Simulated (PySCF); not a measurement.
SbO (doublet)

```xyz
2

Sb    0.0000    0.0000   -0.2128
O     0.0000    0.0000    1.6082
```

Core potentials replace the inner electrons of Sb.

The calculation used PySCF, PBE0/cc-pVTZ(-PP), non-relativistic Hamiltonian with scalar-relativistic core potentials where named, at a bond length of 1.821 Å.

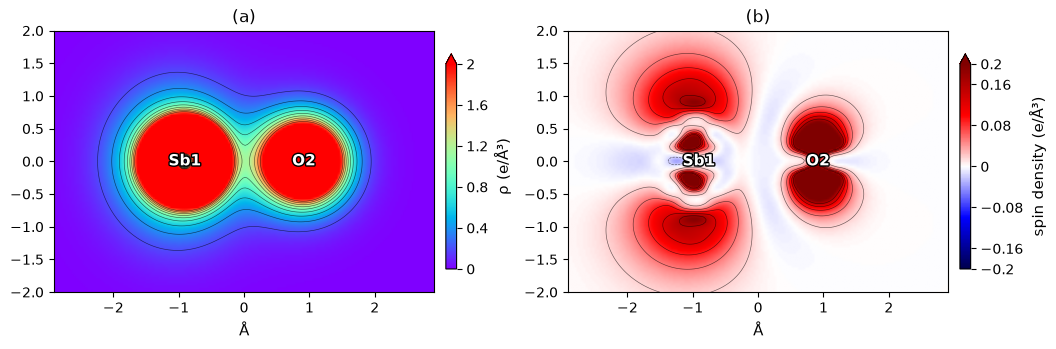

Figure 1. (a) electron density; (b) spin density on a plane that holds the molecular axis.

Question: What do the fields say about this system?

Answer:
- The section cuts through Sb and O sites.
- Sb–O (1.82 Å): ρ at the midpoint is about 1.2 e/Å³.
- The unpaired spin (1 electron) lies mostly on Sb1 (about 0.8) and O2 (about 0.2), in electrons by Hirshfeld's partition.

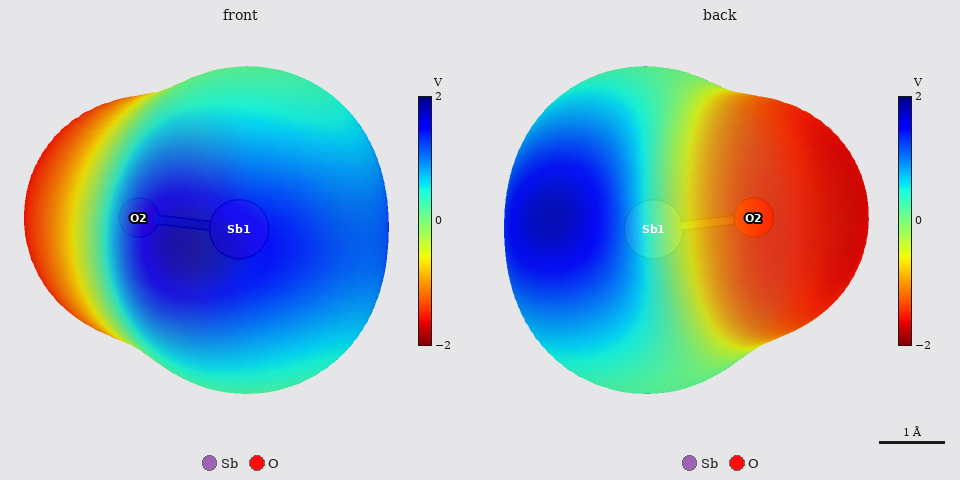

Figure 2. The electrostatic potential painted on the density surface at 0.001 e/bohr³, seen from the front and from behind; red is negative and blue positive.

Question: Which sites attract a positive test charge, and which a negative one?

Answer: A positive charge is drawn to the negative regions and a negative charge to the positive ones. The most negative region (about −1.7 V) lies over O2, the most positive (about +1.8 V) over Sb1. O2 is the likeliest acceptor of a hydrogen bond.
